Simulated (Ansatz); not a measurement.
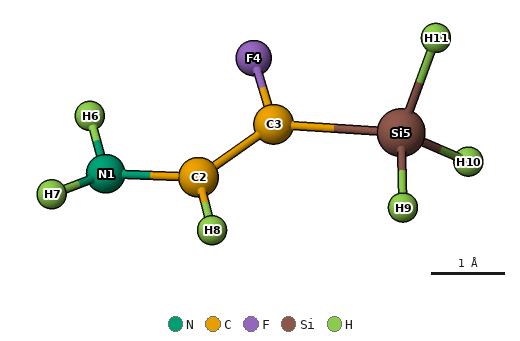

Figure 1. The structure (ball-and-stick view, seen at a tilt; atoms are numbered from 1 in the order of the input). Bond lengths as drawn: C–C 1.34 Å, C–F 1.37 Å, C–H 1.08 Å, C–N 1.37 Å, C–Si 1.85 Å, H–N 1.00 to 1.01 Å and H–Si 1.49 Å.

## Single-point calculation, with input and output: C₂H₆FNSi

System: C₂H₆FNSi, multiplicity 9.
Method: UKS B3LYP5/def2-SVPD (Ansatz 0.2.0).

Some settings of this run were made unusual or wrong on purpose. The geometry comes from this level: PBE0-D4/def2-TZVP.

### Input file
```yaml
crystal:
  periodic: [false, false, false]
  atoms:
    - {symbol: N, position_ang: [-1.559652, 1.554580, -0.236054]}
    - {symbol: C, position_ang: [-0.896034, 0.357912, -0.185786]}
    - {symbol: C, position_ang: [0.404035, 0.205509, 0.094189]}
    - {symbol: F, position_ang: [1.097645, 1.342835, 0.419625]}
    - {symbol: Si, position_ang: [1.349770, -1.383201, 0.074041]}
    - {symbol: H, position_ang: [-1.089589, 2.338018, 0.187139]}
    - {symbol: H, position_ang: [-2.552373, 1.533855, -0.084389]}
    - {symbol: H, position_ang: [-1.469943, -0.523361, -0.445890]}
    - {symbol: H, position_ang: [0.378179, -2.450415, -0.282107]}
    - {symbol: H, position_ang: [2.452966, -1.358262, -0.923526]}
    - {symbol: H, position_ang: [1.950397, -1.674471, 1.403359]}
basis:
  gaussian: {orbitals: def2-SVPD}
magnetization: {spin_polarized: true, initial_magnetization: 8}
hamiltonian: {xc: {name: B3LYP5}}
```

Hardware: 4 threads of Arm Neoverse V2, 23 GiB of memory available, shared host.

Command:
```bash
ansatz run in.yaml --threads 4 --pin off --events-out ev --progress --plain --max-ram 10444MiB
```

### Output
```
Functional definition: B3LYP5
  name "B3LYP5"
  cite "Stephens, Devlin, Chabalowski & Frisch, J. Phys. Chem. 98, 11623 (1994) doi:10.1021/j100096a001"
  cite "Becke, Phys. Rev. A 38, 3098 (1988) doi:10.1103/PhysRevA.38.3098"
  cite "Lee, Yang & Parr, Phys. Rev. B 37, 785 (1988) doi:10.1103/PhysRevB.37.785"
  cite "Vosko, Wilk & Nusair, Can. J. Phys. 58, 1200 (1980) doi:10.1139/p80-159"
  parameter a0 = 0.2
  parameter ax = 0.72
  parameter ac = 0.81
  exchange = (1 - a0 - ax)*slater_x + ax*b88_x + a0*exact_x
  correlation = (1 - ac)*vwn5_c + ac*lyp_c
1319 factors; their error is unknown
mean field evaluation 1: about -14203.7425 eV, gradient 4.6e1 eV
mean field evaluation 2: about -14071.6295 eV, gradient 1.3e2 eV
mean field evaluation 4: about -14188.8975 eV, gradient 6.0e1 eV
mean field evaluation 8: about -14216.3238 eV, gradient 2.3e0 eV
mean field evaluation 16: about -14216.4700 eV, gradient 2.8e-1 eV
mean field evaluation 32: about -14216.5377 eV, gradient 3.4e-5 eV
mean field evaluation 64: about -14215.7586 eV, gradient 9.0e0 eV
mean field evaluation 96: about -14216.3923 eV, gradient 1.4e0 eV
mean field -14216.53768546 eV, -522.4481236254 hartree, gradient 7.1e-6 eV, S^2 20.011922; 10 other end points of the search recorded, 0 dependent functions left out
reference -14216.53796698 eV, -522.4481339711 hartree; 28, 20 occupied and 127, 135 virtual orbitals, 1319 factors
Total energy: -14216.53796698 eV, -522.4481339711 hartree
```

### Outcome

- outcome: converged
- total energy: −14216.5380 eV
- ⟨S²⟩: 20.012
- SCF solution under orbital rotations: stable
- wall time: 22 s (CPU time 84 s)
- peak memory: 0.72 GiB

### What went wrong

This input holds a deliberate fault: spin. The program still converged, but the numbers can't be taken as results for the intended system.
